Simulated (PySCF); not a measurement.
**Run report: SnHSF$_{2}$, geometry relaxation (part 2 of 2)**

SnHSF$_{2}$, multiplicity 2, SMILES [F][Sn]([F])[SH]; HSE06/LANL2DZ, UKS, dispersion D3(0), core potentials lanl2dz (PySCF 2.14.0). The geometry: force field.

Geometry of the input (Å):
```
F  -0.1836  -1.7647  1.6530
Sn 0.2466  -0.0683  0.7429
F  1.9753  -0.2526  -0.0760
S  -1.3005  0.4315  -0.9797
H  -0.6880  1.5804  -1.3816
```

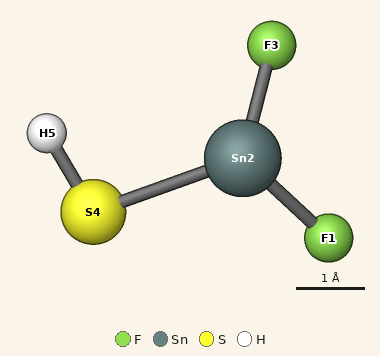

The geometry at step 7 of the log (ball-and-stick view, seen at a tilt; atoms are numbered from 1 in the order of the input).

## Output, continued
```
Geometry optimization cycle 9
Cartesian coordinates (Angstrom)
 Atom        New coordinates             dX        dY        dZ
   F  -0.224156  -1.813089   1.470711   -0.033913 -0.018916 -0.014184
  Sn   0.286974  -0.073256   0.875861   -0.016465 -0.018090  0.002807
   F   1.979132  -0.369518   0.028664   -0.018819 -0.017227 -0.002469
   S  -1.416130   0.526051  -0.895285   -0.000343  0.012424  0.001512
   H  -0.650895   1.483577  -1.536126    0.024990 -0.013123 -0.007374
converged SCF energy = -213.685585664299  <S^2> = 0.75681167  2S+1 = 2.0068001
--------------- UKS_Scanner gradients ---------------
         x                y                z
0 F    -0.0000811546     0.0001291785     0.0000300143
1 Sn    -0.0004208064    -0.0000435887    -0.0006803297
2 F     0.0001321575     0.0002097950     0.0000773556
3 S     0.0006006531    -0.0001834858     0.0006945978
4 H    -0.0001436813    -0.0000502365    -0.0000341535
----------------------------------------------
cycle 9: E = -213.685585664  dE = -2.3737e-06  norm(grad) = 0.00127856
Step    8 : Displace = 1.302e-02/1.894e-02 (rms/max) Trust = 3.000e-01 (=) Grad = 5.718e-04/9.364e-04 (rms/max) E (change) = -213.6855856643 (-2.374e-06) Quality = 0.266
Hessian Eigenvalues: 1.91816e-03 1.82288e-02 4.94049e-02 ... 1.86669e-01 2.47291e-01 2.65233e-01

Geometry optimization cycle 10
Cartesian coordinates (Angstrom)
 Atom        New coordinates             dX        dY        dZ
   F  -0.267141  -1.837067   1.453028   -0.042985 -0.023978 -0.017683
  Sn   0.264483  -0.096114   0.879545   -0.022491 -0.022858  0.003684
   F   1.952921  -0.394922   0.025807   -0.026212 -0.025404 -0.002857
   S  -1.416451   0.543155  -0.898755   -0.000321  0.017104 -0.003470
   H  -0.617995   1.469398  -1.545176    0.032900 -0.014179 -0.009050
converged SCF energy = -213.685591149646  <S^2> = 0.75680821  2S+1 = 2.0067967
--------------- UKS_Scanner gradients ---------------
         x                y                z
0 F    -0.0002022099     0.0001312131    -0.0000223794
1 Sn    -0.0003174562    -0.0001201273    -0.0004706911
2 F     0.0000779726     0.0002891285    -0.0000368131
3 S     0.0006179559    -0.0002382300     0.0006317823
4 H    -0.0001371928    -0.0000493779    -0.0000439907
----------------------------------------------
cycle 10: E = -213.68559115  dE = -5.48535e-06  norm(grad) = 0.00116076
Step    9 : Displace = 1.519e-02/2.197e-02 (rms/max) Trust = 3.000e-01 (=) Grad = 5.191e-04/9.153e-04 (rms/max) E (change) = -213.6855911496 (-5.485e-06) Quality = 0.521
Hessian Eigenvalues: 1.66349e-03 1.60407e-02 4.93204e-02 ... 1.84871e-01 2.47093e-01 2.77023e-01

Geometry optimization cycle 11
Cartesian coordinates (Angstrom)
 Atom        New coordinates             dX        dY        dZ
   F  -0.300423  -1.855903   1.440879   -0.033283 -0.018837 -0.012149
  Sn   0.244579  -0.114181   0.881808   -0.019904 -0.018067  0.002264
   F   1.930004  -0.419588   0.024733   -0.022916 -0.024666 -0.001074
   S  -1.416733   0.558423  -0.907441   -0.000282  0.015268 -0.008686
   H  -0.590217   1.461317  -1.552051    0.027778 -0.008081 -0.006876
converged SCF energy = -213.685600218289  <S^2> = 0.75687789  2S+1 = 2.0068661
--------------- UKS_Scanner gradients ---------------
         x                y                z
0 F    -0.0002254247     0.0000678540    -0.0000595314
1 Sn    -0.0000106495    -0.0001422614    -0.0000401249
2 F     0.0000059432     0.0002777658    -0.0001197556
3 S     0.0003317882    -0.0001882120     0.0002671533
4 H    -0.0000901953    -0.0000216195    -0.0000313490
----------------------------------------------
cycle 11: E = -213.685600218  dE = -9.06864e-06  norm(grad) = 0.000631601
Step   10 : Displace = 1.095e-02/1.489e-02 (rms/max) Trust = 3.000e-01 (=) Grad = 2.825e-04/4.657e-04 (rms/max) E (change) = -213.6856002183 (-9.069e-06) Quality = 0.993
Hessian Eigenvalues: 1.45076e-03 1.44602e-02 4.86845e-02 ... 1.84763e-01 2.46690e-01 2.64949e-01

Geometry optimization cycle 12
Cartesian coordinates (Angstrom)
 Atom        New coordinates             dX        dY        dZ
   F  -0.326253  -1.870129   1.432766   -0.025830 -0.014225 -0.008113
  Sn   0.227206  -0.128182   0.882208   -0.017373 -0.014001  0.000399
   F   1.911534  -0.444038   0.027129   -0.018471 -0.024450  0.002396
   S  -1.417561   0.573044  -0.917299   -0.000829  0.014621 -0.009858
   H  -0.567000   1.456319  -1.558282    0.023218 -0.004998 -0.006231
converged SCF energy = -213.685606404897  <S^2> = 0.75696663  2S+1 = 2.0069545
--------------- UKS_Scanner gradients ---------------
         x                y                z
0 F    -0.0001411947    -0.0000138442    -0.0000731163
1 Sn     0.0002372157    -0.0001182171     0.0002979308
2 F    -0.0000272807     0.0001820588    -0.0001205036
3 S    -0.0000305513    -0.0000683017    -0.0001121021
4 H    -0.0000262469     0.0000002154    -0.0000058602
----------------------------------------------
cycle 12: E = -213.685606405  dE = -6.18661e-06  norm(grad) = 0.000501779
Step   11 : Displace = 8.352e-03/1.008e-02 (rms/max) Trust = 3.000e-01 (=) Grad = 2.244e-04/3.988e-04 (rms/max) E (change) = -213.6856064049 (-6.187e-06) Quality = 0.903
Hessian Eigenvalues: 1.24230e-03 1.35615e-02 4.51325e-02 ... 1.84696e-01 2.29815e-01 2.47727e-01

Geometry optimization cycle 13
Cartesian coordinates (Angstrom)
 Atom        New coordinates             dX        dY        dZ
   F  -0.344260  -1.878294   1.428186   -0.018007 -0.008166 -0.004580
  Sn   0.215006  -0.137012   0.881272   -0.012201 -0.008830 -0.000935
   F   1.899850  -0.462291   0.030994   -0.011684 -0.018253  0.003865
   S  -1.418065   0.584079  -0.923357   -0.000504  0.011035 -0.006058
   H  -0.551429   1.452632  -1.563153    0.015571 -0.003686 -0.004871
converged SCF energy = -213.685608280252  <S^2> = 0.75700078  2S+1 = 2.0069886
--------------- UKS_Scanner gradients ---------------
         x                y                z
0 F    -0.0000383708    -0.0000509927    -0.0000661807
1 Sn     0.0002347445    -0.0000810445     0.0003098528
2 F    -0.0000145323     0.0000862289    -0.0000622360
3 S    -0.0001676619     0.0000158155    -0.0002181471
4 H     0.0000068528    -0.0000001648     0.0000117375
----------------------------------------------
cycle 13: E = -213.68560828  dE = -1.87536e-06  norm(grad) = 0.000503774
Step   12 : Displace = 5.374e-03/6.556e-03 (rms/max) Trust = 3.000e-01 (=) Grad = 2.253e-04/3.971e-04 (rms/max) E (change) = -213.6856082803 (-1.875e-06) Quality = 0.652
Hessian Eigenvalues: 1.13119e-03 1.25891e-02 3.91296e-02 ... 1.84100e-01 1.88562e-01 2.47192e-01

Geometry optimization cycle 14
Cartesian coordinates (Angstrom)
 Atom        New coordinates             dX        dY        dZ
   F  -0.356028  -1.881391   1.426909   -0.011768 -0.003096 -0.001277
  Sn   0.207394  -0.141436   0.880051   -0.007611 -0.004424 -0.001221
   F   1.893034  -0.473732   0.034219   -0.006816 -0.011440  0.003225
   S  -1.417852   0.590822  -0.926669    0.000213  0.006744 -0.003312
   H  -0.542374   1.450701  -1.566197    0.009054 -0.001931 -0.003044
converged SCF energy = -213.68560867944  <S^2> = 0.75699319  2S+1 = 2.006981
--------------- UKS_Scanner gradients ---------------
         x                y                z
0 F     0.0000372215    -0.0000619584    -0.0000419837
1 Sn     0.0001017245    -0.0000414015     0.0001484572
2 F     0.0000030290     0.0000251063    -0.0000021644
3 S    -0.0001264022     0.0000415032    -0.0001466775
4 H     0.0000140340    -0.0000041240     0.0000185861
----------------------------------------------
cycle 14: E = -213.685608679  dE = -3.99188e-07  norm(grad) = 0.000285493
Step   13 : Displace = 2.796e-03/3.408e-03 (rms/max) Trust = 3.000e-01 (=) Grad = 1.277e-04/1.980e-04 (rms/max) E (change) = -213.6856086794 (-3.992e-07) Quality = 0.308
Hessian Eigenvalues: 1.12964e-03 1.12848e-02 3.08347e-02 ... 1.84407e-01 1.95760e-01 2.47145e-01

Geometry optimization cycle 15
Cartesian coordinates (Angstrom)
 Atom        New coordinates             dX        dY        dZ
   F  -0.362688  -1.880594   1.427887   -0.006660  0.000797  0.000977
  Sn   0.203850  -0.142211   0.879345   -0.003544 -0.000775 -0.000706
   F   1.889902  -0.479067   0.036183   -0.003132 -0.005336  0.001964
   S  -1.417351   0.593857  -0.927991    0.000501  0.003035 -0.001322
   H  -0.538680   1.450269  -1.567751    0.003694 -0.000433 -0.001555
converged SCF energy = -213.685608748744  <S^2> = 0.75697068  2S+1 = 2.0069586
--------------- UKS_Scanner gradients ---------------
         x                y                z
0 F     0.0000699901    -0.0000545555    -0.0000234171
1 Sn    -0.0000336141    -0.0000150454    -0.0000137936
2 F     0.0000162650     0.0000004120     0.0000307675
3 S    -0.0000256118     0.0000282077    -0.0000306542
4 H     0.0000081883    -0.0000064590     0.0000179000
----------------------------------------------
cycle 15: E = -213.685608749  dE = -6.93035e-08  norm(grad) = 0.000118329
Step   14 : Displace = 8.055e-04/1.176e-03 (rms/max) Trust = 3.000e-01 (=) Grad = 5.292e-05/9.178e-05 (rms/max) E (change) = -213.6856087487 (-6.930e-08) Quality = 0.115
Hessian Eigenvalues: 1.12964e-03 1.12848e-02 3.08347e-02 ... 1.84407e-01 1.95760e-01 2.47145e-01
Converged! =D

converged: True
F          -0.36268806       -1.88059370        1.42788660
Sn          0.20385047       -0.14221057        0.87934517
F           1.88990198       -0.47906720        0.03618283
S          -1.41735098        0.59385743       -0.92799096
H          -0.53868003        1.45026868       -1.56775139

WARN: HOMO -0.023101681730699 >= LUMO -0.0231016817306973

WARN: HOMO -0.0789718401623999 >= LUMO -0.0780749781459048

converged SCF energy = -213.685608748671  <S^2> = 0.75697086  2S+1 = 2.0069588
Final energy -213.68560874867148
```

## Trajectory as extended XYZ (Å, eV, eV/Å), 15 frames, from step=0 to step=14
```
5
Properties=species:S:1:pos:R:3:forces:R:3 step=0 energy=-5814.46670
F    -0.1836   -1.7647    1.6530    0.2200   0.8271  -0.7092
Sn    0.2466   -0.0683    0.7429    1.0287  -0.8961   1.9067
F     1.9753   -0.2526   -0.0760   -0.0889  -0.1284   0.0351
S    -1.3005    0.4315   -0.9797   -1.3681  -0.1517  -1.0558
H    -0.6880    1.5804   -1.3816    0.2190   0.3541  -0.1812
5
Properties=species:S:1:pos:R:3:forces:R:3 step=1 energy=-5814.66559
F    -0.1462   -1.7518    1.5780   -0.0097  -0.1303  -0.0447
Sn    0.2931   -0.0544    0.8368    0.1942   0.2081   0.1050
F     1.9857   -0.3025   -0.0283   -0.0047  -0.0685   0.0596
S    -1.3573    0.4550   -0.9831   -0.2137  -0.0224  -0.0890
H    -0.7144    1.5851   -1.4493    0.0411   0.0059  -0.0245
5
Properties=species:S:1:pos:R:3:forces:R:3 step=2 energy=-5814.67599
F    -0.1393   -1.7581    1.5512    0.0019  -0.0123  -0.0360
Sn    0.3064   -0.0365    0.8576    0.0354   0.0356  -0.0010
F     1.9906   -0.3144   -0.0111    0.0148  -0.0267   0.0439
S    -1.3773    0.4656   -0.9645   -0.0587   0.0091   0.0152
H    -0.7109    1.5666   -1.4719    0.0073  -0.0175  -0.0174
5
Properties=species:S:1:pos:R:3:forces:R:3 step=3 energy=-5814.67939
F    -0.1396   -1.7639    1.5238   -0.0101  -0.0067  -0.0030
Sn    0.3159   -0.0300    0.8700   -0.0290   0.0001  -0.0572
F     2.0009   -0.3269    0.0105    0.0169  -0.0001   0.0198
S    -1.3975    0.4805   -0.9384    0.0216   0.0112   0.0524
H    -0.7073    1.5428   -1.4955   -0.0039  -0.0157  -0.0105
5
Properties=species:S:1:pos:R:3:forces:R:3 step=4 energy=-5814.68037
F    -0.1472   -1.7704    1.5090   -0.0091   0.0061   0.0006
Sn    0.3185   -0.0322    0.8725   -0.0336  -0.0182  -0.0413
F     2.0080   -0.3340    0.0235    0.0062   0.0062   0.0047
S    -1.4083    0.4922   -0.9199    0.0322   0.0046   0.0410
H    -0.7034    1.5263   -1.5102   -0.0019  -0.0082  -0.0058
5
Properties=species:S:1:pos:R:3:forces:R:3 step=5 energy=-5814.68078
F    -0.1598   -1.7776    1.4980   -0.0077   0.0022   0.0013
Sn    0.3166   -0.0386    0.8723   -0.0157  -0.0128  -0.0075
F     2.0106   -0.3399    0.0314   -0.0025   0.0040  -0.0068
S    -1.4145    0.5021   -0.9052    0.0171   0.0007   0.0124
H    -0.6968    1.5121   -1.5205    0.0023  -0.0018  -0.0020
5
Properties=species:S:1:pos:R:3:forces:R:3 step=6 energy=-5814.68087
F    -0.1706   -1.7834    1.4931   -0.0055  -0.0008  -0.0006
Sn    0.3124   -0.0445    0.8721   -0.0009  -0.0081   0.0123
F     2.0074   -0.3438    0.0322   -0.0056   0.0002  -0.0088
S    -1.4154    0.5066   -0.9004    0.0013   0.0016  -0.0058
H    -0.6898    1.5056   -1.5241    0.0044   0.0001  -0.0006
5
Properties=species:S:1:pos:R:3:forces:R:3 step=7 energy=-5814.68094
F    -0.1902   -1.7942    1.4849   -0.0018  -0.0043  -0.0018
Sn    0.3034   -0.0552    0.8731    0.0135  -0.0027   0.0284
F     1.9980   -0.3523    0.0311   -0.0073  -0.0050  -0.0078
S    -1.4158    0.5136   -0.8968   -0.0165   0.0048  -0.0235
H    -0.6759    1.4967   -1.5288    0.0061   0.0015   0.0007
5
Properties=species:S:1:pos:R:3:forces:R:3 step=8 energy=-5814.68101
F    -0.2242   -1.8131    1.4707    0.0042  -0.0066  -0.0015
Sn    0.2870   -0.0733    0.8759    0.0216   0.0022   0.0350
F     1.9791   -0.3695    0.0287   -0.0068  -0.0108  -0.0040
S    -1.4161    0.5261   -0.8953   -0.0309   0.0094  -0.0357
H    -0.6509    1.4836   -1.5361    0.0074   0.0026   0.0018
5
Properties=species:S:1:pos:R:3:forces:R:3 step=9 energy=-5814.68116
F    -0.2671   -1.8371    1.4530    0.0104  -0.0067   0.0012
Sn    0.2645   -0.0961    0.8795    0.0163   0.0062   0.0242
F     1.9529   -0.3949    0.0258   -0.0040  -0.0149   0.0019
S    -1.4165    0.5432   -0.8988   -0.0318   0.0123  -0.0325
H    -0.6180    1.4694   -1.5452    0.0071   0.0025   0.0023
5
Properties=species:S:1:pos:R:3:forces:R:3 step=10 energy=-5814.68140
F    -0.3004   -1.8559    1.4409    0.0116  -0.0035   0.0031
Sn    0.2446   -0.1142    0.8818    0.0005   0.0073   0.0021
F     1.9300   -0.4196    0.0247   -0.0003  -0.0143   0.0062
S    -1.4167    0.5584   -0.9074   -0.0171   0.0097  -0.0137
H    -0.5902    1.4613   -1.5521    0.0046   0.0011   0.0016
5
Properties=species:S:1:pos:R:3:forces:R:3 step=11 energy=-5814.68157
F    -0.3263   -1.8701    1.4328    0.0073   0.0007   0.0038
Sn    0.2272   -0.1282    0.8822   -0.0122   0.0061  -0.0153
F     1.9115   -0.4440    0.0271    0.0014  -0.0094   0.0062
S    -1.4176    0.5730   -0.9173    0.0016   0.0035   0.0058
H    -0.5670    1.4563   -1.5583    0.0014   0.0000   0.0003
5
Properties=species:S:1:pos:R:3:forces:R:3 step=12 energy=-5814.68162
F    -0.3443   -1.8783    1.4282    0.0020   0.0026   0.0034
Sn    0.2150   -0.1370    0.8813   -0.0121   0.0042  -0.0159
F     1.8999   -0.4623    0.0310    0.0007  -0.0044   0.0032
S    -1.4181    0.5841   -0.9234    0.0086  -0.0008   0.0112
H    -0.5514    1.4526   -1.5632   -0.0004   0.0000  -0.0006
5
Properties=species:S:1:pos:R:3:forces:R:3 step=13 energy=-5814.68163
F    -0.3560   -1.8814    1.4269   -0.0019   0.0032   0.0022
Sn    0.2074   -0.1414    0.8801   -0.0052   0.0021  -0.0076
F     1.8930   -0.4737    0.0342   -0.0002  -0.0013   0.0001
S    -1.4179    0.5908   -0.9267    0.0065  -0.0021   0.0075
H    -0.5424    1.4507   -1.5662   -0.0007   0.0002  -0.0010
5
Properties=species:S:1:pos:R:3:forces:R:3 step=14 energy=-5814.68163
F    -0.3627   -1.8806    1.4279   -0.0036   0.0028   0.0012
Sn    0.2039   -0.1422    0.8793    0.0017   0.0008   0.0007
F     1.8899   -0.4791    0.0362   -0.0008   0.0000  -0.0016
S    -1.4174    0.5939   -0.9280    0.0013  -0.0014   0.0016
H    -0.5387    1.4503   -1.5678   -0.0004   0.0003  -0.0009
```

## Summary

| quantity | value |
| --- | --- |
| outcome | converged |
| total energy | −213.685609 hartree |
| dispersion energy | −0.000607 hartree |
| basis functions | 36 |
| ⟨S²⟩ | 0.757 |
| dipole moment | 3.83 D |
| hardware | 1 thread of Arm Neoverse V2, 24 GiB of memory available, shared host |
| wall time | 91 s |
| peak memory | 0.44 GiB |
